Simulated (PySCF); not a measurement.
**ErF3(H2O): how settings move a single point**

Which settings matter for ErF3(H2O)? Each run alters one on purpose. The species was built from a template and needn't be a known compound.

Computed with PySCF 2.14.0. Level: BP86, Er lcecp-1-SVP with ECP57, F def2-SVP, O def2-SVP, H def2-SVP; scalar-relativistic core potentials, no spin–orbit coupling.

3 further runs of the same task are left out: 2 for a known fault of the program, 1 that didn't finish.

### Step 1. Starting geometry

7 atoms, charge 0, spin multiplicity 1.

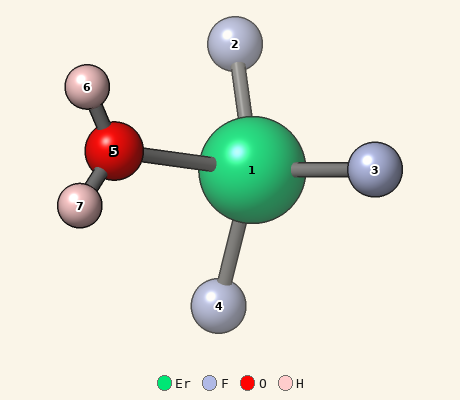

The geometry (erbium green, fluorine light blue, oxygen red, hydrogen pink); atoms are numbered from 1 in the order of the file.

As a file:

```xyz
7
ErF3H2O
Er    0.0801   -0.0706    0.0706
F     1.0877    1.3160    1.1279
F    -1.2821   -1.1166    1.1166
F     1.0877   -1.1279   -1.3160
O    -1.2700    1.3199   -1.3199
H    -1.6472    2.1888   -1.0811
H    -1.6472    1.0811   -2.1888
```

Formal oxidation states: Er +3. Each metal's 11 4f electrons lie in its core potential, so multiplicities, spins and levels count the valence alone. An earlier session relaxed this geometry at BP86, Er lcecp-1-SVP with ECP57, F def2-SVP, O def2-SVP, H def2-SVP (singlet, point group Cs).

The sound run used a (50, 194) grid (finer on f atoms), a threshold of 1e-8 and at most 55 cycles, and ended at -414.257350 Eh.

### Step 2. Try 1

File run.py (the lines that set the calculation):

```python
mol = gto.M(atom='''
Er     0.08009    -0.07057     0.07057
F      1.08768     1.31605     1.12785
F     -1.28212    -1.11663     1.11663
F      1.08768    -1.12785    -1.31605
O     -1.26996     1.31993    -1.31993
H     -1.64716     2.18884    -1.08109
H     -1.64716     1.08109    -2.18884''',
    basis={'Er': 'lcecp-1-SVP', 'F': 'def2-SVP', 'O': 'def2-SVP', 'H': 'def2-SVP'},
    ecp={'Er': 'lcecp-1-SVP'},
    charge=0, spin=0)
mf = dft.RKS(mol, xc='B88,P86')
mf.grids.atom_grid = (50, 194)  # f atoms: unpruned, at least (60, 302)
mf = mf.density_fit()  # fitting sets: Er AutoAux, F def2-universal-JKFIT, O def2-universal-JKFIT, H def2-universal-JKFIT
mf.conv_tol = 1e-08; mf.max_cycle = 55
mf.kernel(dm0)  # dm0: smeared density
```

Launch:

```console
> OMP_NUM_THREADS=2 python run.py
```

The log of the run:

```text
init E= -414.222444552833
  HOMO = -0.294194024190858  LUMO = -0.0700821722087781  gap/eV = 6.09839
cycle= 1 E= -414.256481387906  delta_E= -0.034  |g|= 0.0649  |ddm|= 0.147
  HOMO = -0.270241742851071  LUMO = -0.0729091673212743  gap/eV = 5.36969
cycle= 2 E= -414.252777278254  delta_E= 0.0037  |g|= 0.161  |ddm|= 0.16
  HOMO = -0.281123771757419  LUMO = -0.0710177197978652  gap/eV = 5.71728
cycle= 3 E= -414.257340095851  delta_E= -0.00456  |g|= 0.00602  |ddm|= 0.106
  HOMO = -0.281944510672629  LUMO = -0.0704060678743161  gap/eV = 5.75625
cycle= 4 E= -414.257347363251  delta_E= -7.27e-06  |g|= 0.00356  |ddm|= 0.008
  HOMO = -0.282124146845146  LUMO = -0.0704108051384331  gap/eV = 5.76101
cycle= 5 E= -414.257349490091  delta_E= -2.13e-06  |g|= 0.00119  |ddm|= 0.00258
  HOMO = -0.282146702053973  LUMO = -0.0703394863933156  gap/eV = 5.76357
cycle= 6 E= -414.257349765459  delta_E= -2.75e-07  |g|= 0.000134  |ddm|= 0.000925
  HOMO = -0.282156386384752  LUMO = -0.0703404747169003  gap/eV = 5.76380
cycle= 7 E= -414.257349765881  delta_E= -4.23e-10  |g|= 0.000128  |ddm|= 0.000168
  HOMO = -0.282154117683249  LUMO = -0.0703421855182853  gap/eV = 5.76370
cycle= 8 E= -414.257349768766  delta_E= -2.88e-09  |g|= 1.18e-05  |ddm|= 8.88e-05
  HOMO = -0.282154290900277  LUMO = -0.0703422330397103  gap/eV = 5.76370
Extra cycle  E= -414.257349768725  delta_E= 4.13e-11  |g|= 1.98e-05  |ddm|= 2.17e-05
converged SCF energy = -414.257349768725
```

Run time: 4.5 s. Hardware: 2 threads of Arm Neoverse V1, shared host.

Changed: the starting guess (smeared density). It converges in 8 cycles, at the sound run's energy within 0.001 eV, with a largest force component of 0.00 eV/Å. The result survives the change.

### Step 3. Try 2

Changes to run.py (the lines that set the calculation) since step 2:

```diff
@@ -4,3 +4,3 @@
 F     -1.28212    -1.11663     1.11663
-F      1.08768    -1.12785    -1.31605
+F      0.33025    -0.33307    -0.27369
 O     -1.26996     1.31993    -1.31993
@@ -14,3 +14,3 @@
 mf = mf.density_fit()  # fitting sets: Er AutoAux, F def2-universal-JKFIT, O def2-universal-JKFIT, H def2-universal-JKFIT
-mf.conv_tol = 1e-08; mf.max_cycle = 55
-mf.kernel(dm0)  # dm0: smeared density
+mf.conv_tol = 1e-08; mf.max_cycle = 57
+mf.kernel(dm0)  # dm0: free metal ions and neutral atoms
```

Launch:

```console
> OMP_NUM_THREADS=2 python run.py
```

The log of the run:

```text
init E= -391.507506126638
  HOMO = -0.167394001197265  LUMO = -0.144481131896945  gap/eV = 0.62349
cycle= 1 E= -386.066460051897  delta_E= 5.44  |g|= 1.18  |ddm|= 8.36
  HOMO = -0.15420504435437  LUMO = -0.130256120745623  gap/eV = 0.65168
cycle= 2 E= -386.083602176727  delta_E= -0.0171  |g|= 0.94  |ddm|=  4.3
  HOMO = -0.211205510317894  LUMO = -0.202259293132456  gap/eV = 0.24344
cycle= 3 E= -385.9939041594  delta_E= 0.0897  |g|= 1.05  |ddm|= 2.99
  HOMO = -0.176209295212012  LUMO = -0.169777201845759  gap/eV = 0.17503
cycle= 4 E= -386.226699342528  delta_E= -0.233  |g|= 0.336  |ddm|= 1.95
  HOMO = -0.163852173320199  LUMO = -0.150166761095484  gap/eV = 0.37240
cycle= 5 E= -386.249974606047  delta_E= -0.0233  |g|=  0.2  |ddm|= 1.52
  HOMO = -0.166776592179563  LUMO = -0.154289137939798  gap/eV = 0.33980
cycle= 6 E= -386.254920083534  delta_E= -0.00495  |g|= 0.159  |ddm|= 0.715
  HOMO = -0.165874090642679  LUMO = -0.155191241425884  gap/eV = 0.29070
cycle= 7 E= -386.260096112546  delta_E= -0.00518  |g|= 0.0238  |ddm|= 0.213
  HOMO = -0.166865739185304  LUMO = -0.156069295282576  gap/eV = 0.29379
cycle= 8 E= -386.260224643739  delta_E= -0.000129  |g|= 0.00875  |ddm|= 0.0759
  HOMO = -0.16681510178413  LUMO = -0.156291589789511  gap/eV = 0.28636
cycle= 9 E= -386.260248901567  delta_E= -2.43e-05  |g|= 0.00167  |ddm|= 0.0274
  HOMO = -0.166837426137741  LUMO = -0.156309189547843  gap/eV = 0.28649
cycle= 10 E= -386.260249291672  delta_E= -3.9e-07  |g|= 0.000809  |ddm|= 0.0045
  HOMO = -0.166809358116922  LUMO = -0.156254568366662  gap/eV = 0.28721
cycle= 11 E= -386.260249476987  delta_E= -1.85e-07  |g|= 0.000291  |ddm|= 0.00382
  HOMO = -0.166824268899143  LUMO = -0.156277925564141  gap/eV = 0.28698
cycle= 12 E= -386.260249503787  delta_E= -2.68e-08  |g|= 0.000148  |ddm|= 0.00188
  HOMO = -0.166817426851864  LUMO = -0.156268132421051  gap/eV = 0.28706
cycle= 13 E= -386.260249510266  delta_E= -6.48e-09  |g|= 4.28e-05  |ddm|= 0.000696
  HOMO = -0.166823951204168  LUMO = -0.156279544873694  gap/eV = 0.28693
Extra cycle  E= -386.260249505098  delta_E= 5.17e-09  |g|= 0.000133  |ddm|= 0.000618
converged SCF energy = -386.260249505098
```

Wall time 5.8 s (2 threads of Arm Neoverse V1, shared host).

Changed: one atom's place (atom 4 put 0.5 Å from the metal); the cycle limit is 57. It converges in 13 cycles, +761.840 eV from the sound run, with a largest force component of 2764.48 eV/Å. The setting is unsound, so these numbers aren't the compound's.

### Step 4. Try 3

File run.py (the lines that set the calculation):

```python
mol = gto.M(atom='''
Er     0.08970    -0.07904     0.07904
F      1.21820     1.47397     1.26319
F     -1.43597    -1.25062     1.25062
F      1.21820    -1.26319    -1.47397
O     -1.42236     1.47832    -1.47832
H     -1.84482     2.45150    -1.21082
H     -1.84482     1.21082    -2.45150''',
    basis={'Er': 'lcecp-1-SVP', 'F': 'def2-SVP', 'O': 'def2-SVP', 'H': 'def2-SVP'},
    ecp={'Er': 'lcecp-1-SVP'},
    charge=0, spin=0)
mf = dft.RKS(mol, xc='B88,P86')
mf.grids.atom_grid = (50, 194)  # f atoms: unpruned, at least (60, 302)
mf = mf.density_fit()  # fitting sets: Er AutoAux, F def2-universal-JKFIT, O def2-universal-JKFIT, H def2-universal-JKFIT
mf.conv_tol = 1e-08; mf.max_cycle = 55
mf.kernel(dm0)  # dm0: free metal ions and neutral atoms
```

Launch:

```console
> OMP_NUM_THREADS=2 python run.py
```

The log of the run:

```text
init E= -419.146129361722
  HOMO = -0.273362233972467  LUMO = -0.107330084816884  gap/eV = 4.51796
cycle= 1 E= -414.151079100646  delta_E=    5  |g|= 0.347  |ddm|= 2.57
  HOMO = -0.26653522803098  LUMO = -0.141512235237194  gap/eV = 3.40205
cycle= 2 E= -414.16417497627  delta_E= -0.0131  |g|= 0.298  |ddm|= 0.534
  HOMO = -0.251394267739142  LUMO = -0.112978418024756  gap/eV = 3.76649
cycle= 3 E= -414.170038062168  delta_E= -0.00586  |g|= 0.226  |ddm|= 0.314
  HOMO = -0.267735886479034  LUMO = -0.108049569824857  gap/eV = 4.34529
cycle= 4 E= -414.179614234006  delta_E= -0.00958  |g|= 0.0556  |ddm|= 0.196
  HOMO = -0.264615654640522  LUMO = -0.110051946253421  gap/eV = 4.20589
cycle= 5 E= -414.180133211652  delta_E= -0.000519  |g|= 0.0223  |ddm|= 0.0557
  HOMO = -0.266207258052184  LUMO = -0.109596472493578  gap/eV = 4.26160
cycle= 6 E= -414.180227326105  delta_E= -9.41e-05  |g|= 0.000959  |ddm|= 0.0154
  HOMO = -0.266064307676962  LUMO = -0.109646847326587  gap/eV = 4.25634
cycle= 7 E= -414.180227390319  delta_E= -6.42e-08  |g|= 0.000806  |ddm|= 0.00156
  HOMO = -0.266080289471536  LUMO = -0.109659151543397  gap/eV = 4.25644
cycle= 8 E= -414.180227501208  delta_E= -1.11e-07  |g|= 0.000313  |ddm|= 0.000719
  HOMO = -0.266075810870299  LUMO = -0.109670849806104  gap/eV = 4.25600
cycle= 9 E= -414.180227522566  delta_E= -2.14e-08  |g|= 2.16e-05  |ddm|= 0.000288
  HOMO = -0.266075478264513  LUMO = -0.109671008514056  gap/eV = 4.25598
cycle= 10 E= -414.180227522668  delta_E= -1.02e-10  |g|= 4.38e-06  |ddm|= 1.88e-05
  HOMO = -0.266076227019511  LUMO = -0.109670797483748  gap/eV = 4.25601
Extra cycle  E= -414.180227522641  delta_E= 2.65e-11  |g|= 1.2e-05  |ddm|= 1.36e-05
converged SCF energy = -414.180227522641
```

Run time: 4.5 s. Hardware: 2 threads of Arm Neoverse V1, shared host.

Changed: the scale of all coordinates (1.12). It converges in 10 cycles, +2.099 eV from the sound run, with a largest force component of 3.44 eV/Å. The setting is unsound, so these numbers aren't the compound's.

### Step 5. Try 4

File run.py (the lines that set the calculation):

```python
mol = gto.M(atom='''
Er     0.08009    -0.07057     0.07057
F      1.08768     1.31605     1.12785
F     -1.28212    -1.11663     1.11663
F      1.08768    -1.12785    -1.31605
O     -1.26996     1.31993    -1.31993
H     -1.64716     2.18884    -1.08109
H     -1.64716     1.08109    -2.18884''',
    basis={'Er': 'lcecp-1-SVP', 'F': 'def2-SVP', 'O': 'def2-SVP', 'H': 'def2-SVP'},
    ecp={'Er': 'lcecp-1-SVP'},
    charge=0, spin=0)
mf = dft.RKS(mol, xc='B88,P86')
mf.grids.atom_grid = (50, 194)  # f atoms: unpruned, at least (60, 302)
mf = mf.density_fit()  # fitting sets: Er AutoAux, F def2-universal-JKFIT, O def2-universal-JKFIT, H def2-universal-JKFIT
mf.conv_tol = 1e-06; mf.max_cycle = 55
mf.kernel(dm0)  # dm0: free metal ions and neutral atoms
```

Launch:

```console
> OMP_NUM_THREADS=2 python run.py
```

The log of the run:

```text
init E= -419.49889609309
  HOMO = -0.309914853301528  LUMO = -0.0826567969991991  gap/eV = 6.18401
cycle= 1 E= -414.233008099397  delta_E= 5.27  |g|= 0.325  |ddm|= 2.73
  HOMO = -0.2815430311057  LUMO = -0.089740868154319  gap/eV = 5.21920
cycle= 2 E= -414.241020776116  delta_E= -0.00801  |g|= 0.294  |ddm|= 0.512
  HOMO = -0.264084302641957  LUMO = -0.0748103805462321  gap/eV = 5.15041
cycle= 3 E= -414.24911458035  delta_E= -0.00809  |g|= 0.213  |ddm|= 0.341
  HOMO = -0.282171863082154  LUMO = -0.0698515934023298  gap/eV = 5.77753
cycle= 4 E= -414.257239266677  delta_E= -0.00812  |g|= 0.0244  |ddm|= 0.146
  HOMO = -0.281693019989598  LUMO = -0.0706896430399127  gap/eV = 5.74169
cycle= 5 E= -414.257301448757  delta_E= -6.22e-05  |g|= 0.0163  |ddm|= 0.0227
  HOMO = -0.282140402443373  LUMO = -0.0702126270058478  gap/eV = 5.76685
cycle= 6 E= -414.257349123131  delta_E= -4.77e-05  |g|= 0.00136  |ddm|= 0.0111
  HOMO = -0.282175451807968  LUMO = -0.0703394474020129  gap/eV = 5.76435
cycle= 7 E= -414.257349758456  delta_E= -6.35e-07  |g|= 0.000213  |ddm|= 0.00167
  HOMO = -0.282144723728648  LUMO = -0.0703424332761706  gap/eV = 5.76343
Extra cycle  E= -414.257349752378  delta_E= 6.08e-09  |g|= 0.000287  |ddm|= 0.000461
converged SCF energy = -414.257349752378
```

Wall time 4.1 s (2 threads of Arm Neoverse V1, shared host).

Changed: the SCF threshold (1e-06). It converges in 7 cycles, at the sound run's energy within 0.001 eV, with a largest force component of 0.00 eV/Å. The result survives the change.

### Step 6. Try 5

Changes to run.py (the lines that set the calculation) since step 5:

```diff
@@ -10,7 +10,7 @@
     ecp={'Er': 'lcecp-1-SVP'},
-    charge=0, spin=0)
-mf = dft.RKS(mol, xc='B88,P86')
+    charge=0, spin=12)
+mf = dft.UKS(mol, xc='B88,P86')
 mf.grids.atom_grid = (50, 194)  # f atoms: unpruned, at least (60, 302)
 mf = mf.density_fit()  # fitting sets: Er AutoAux, F def2-universal-JKFIT, O def2-universal-JKFIT, H def2-universal-JKFIT
-mf.conv_tol = 1e-06; mf.max_cycle = 55
+mf.conv_tol = 1e-08; mf.max_cycle = 92
 mf.kernel(dm0)  # dm0: free metal ions and neutral atoms
```

Launch:

```console
> OMP_NUM_THREADS=2 python run.py
```

The log of the run:

```text
init E= -420.197786859353
cycle= 1 E= -410.686520779072  delta_E= 9.51  |g|= 1.69  |ddm|= 3.45
cycle= 2 E= -404.385693085576  delta_E=  6.3  |g|= 3.21  |ddm|= 6.43
cycle= 3 E= -407.908088393759  delta_E= -3.52  |g|=  2.2  |ddm|= 5.88
cycle= 4 E= -407.573250182629  delta_E= 0.335  |g|= 2.23  |ddm|= 4.19
cycle= 5 E= -410.864421265809  delta_E= -3.29  |g|= 1.29  |ddm|= 3.24
cycle= 6 E= -409.742336042695  delta_E= 1.12  |g|= 1.58  |ddm|=  2.9
cycle= 7 E= -411.536865395089  delta_E= -1.79  |g|= 0.867  |ddm|= 3.09
cycle= 8 E= -411.052350411808  delta_E= 0.485  |g|= 1.14  |ddm|= 2.21
cycle= 9 E= -411.253257839747  delta_E= -0.201  |g|= 1.07  |ddm|= 0.331
cycle= 10 E= -411.236835975175  delta_E= 0.0164  |g|= 1.07  |ddm|= 0.0256
cycle= 11 E= -411.212696254122  delta_E= 0.0241  |g|= 1.08  |ddm|= 0.04
cycle= 12 E= -411.281114758498  delta_E= -0.0684  |g|= 1.05  |ddm|= 0.194
cycle= 13 E= -411.430939643543  delta_E= -0.15  |g|= 0.972  |ddm|= 0.601
cycle= 14 E= -411.606399960307  delta_E= -0.175  |g|= 0.819  |ddm|= 0.795
cycle= 15 E= -410.864142637596  delta_E= 0.742  |g|= 1.31  |ddm|= 1.33
cycle= 16 E= -409.554752773827  delta_E= 1.31  |g|= 1.72  |ddm|= 3.59
cycle= 17 E= -410.482325239458  delta_E= -0.928  |g|= 1.42  |ddm|= 2.54
cycle= 18 E= -410.558333137355  delta_E= -0.076  |g|= 1.43  |ddm|= 2.85
cycle= 19 E= -410.644184725406  delta_E= -0.0859  |g|= 1.39  |ddm|= 0.368
cycle= 20 E= -410.414234896656  delta_E= 0.23  |g|= 1.45  |ddm|=  0.6
cycle= 21 E= -410.205542285043  delta_E= 0.209  |g|= 1.48  |ddm|= 0.86
...
cycle= 72 E= -412.030215587745  delta_E= 0.00634  |g|= 0.122  |ddm|= 0.106
cycle= 73 E= -412.031605160903  delta_E= -0.00139  |g|= 0.112  |ddm|= 0.0417
cycle= 74 E= -412.038557538129  delta_E= -0.00695  |g|= 0.0613  |ddm|= 0.128
cycle= 75 E= -412.037215820533  delta_E= 0.00134  |g|= 0.0726  |ddm|= 0.0651
cycle= 76 E= -412.03888409806  delta_E= -0.00167  |g|= 0.0546  |ddm|= 0.193
cycle= 77 E= -412.040672148131  delta_E= -0.00179  |g|= 0.0241  |ddm|= 0.115
cycle= 78 E= -412.040763929313  delta_E= -9.18e-05  |g|= 0.0213  |ddm|= 0.0179
cycle= 79 E= -412.040894982365  delta_E= -0.000131  |g|= 0.0176  |ddm|= 0.0193
cycle= 80 E= -412.040936298732  delta_E= -4.13e-05  |g|= 0.0168  |ddm|= 0.0137
cycle= 81 E= -412.040934626834  delta_E= 1.67e-06  |g|= 0.0167  |ddm|= 0.00195
cycle= 82 E= -412.041037821063  delta_E= -0.000103  |g|= 0.0118  |ddm|= 0.00933
cycle= 83 E= -412.041017927191  delta_E= 1.99e-05  |g|= 0.0112  |ddm|= 0.0175
cycle= 84 E= -412.041021260233  delta_E= -3.33e-06  |g|= 0.0112  |ddm|= 0.00247
cycle= 85 E= -412.041053845665  delta_E= -3.26e-05  |g|= 0.00941  |ddm|= 0.00573
cycle= 86 E= -412.04112936996  delta_E= -7.55e-05  |g|= 0.00717  |ddm|= 0.0399
cycle= 87 E= -412.041154267394  delta_E= -2.49e-05  |g|= 0.00589  |ddm|= 0.027
cycle= 88 E= -412.040620494705  delta_E= 0.000534  |g|= 0.0287  |ddm|= 0.0648
cycle= 89 E= -412.040733659306  delta_E= -0.000113  |g|= 0.0264  |ddm|= 0.0179
cycle= 90 E= -412.041047629691  delta_E= -0.000314  |g|= 0.0162  |ddm|= 0.0168
cycle= 91 E= -412.041098188819  delta_E= -5.06e-05  |g|= 0.0153  |ddm|= 0.0217
cycle= 92 E= -412.041148030865  delta_E= -4.98e-05  |g|= 0.0128  |ddm|= 0.00453
SCF not converged.
```

It took 29 s on 2 threads of Arm Neoverse V1, shared host.

Changed: the spin (12 unpaired electrons); the cycle limit is 92. The SCF doesn't converge.

### Step 7. Results

| run | changed | ending | energy change (eV) | cycles | time | usable |
| --- | --- | --- | --- | --- | --- | --- |
| 1 | the starting guess | converged | 0.000 | 8 | 4.5 s | yes |
| 2 | one atom's place | converged | +761.840 | 13 | 5.8 s | no |
| 3 | the scale of all coordinates | converged | +2.099 | 10 | 4.5 s | no |
| 4 | the SCF threshold | converged | 0.000 | 7 | 4.1 s | yes |
| 5 | the spin | not converged | – | 92 | 29 s | no |

2 of 5 altered runs give a usable result. 2 ended normally with numbers unfit to quote.
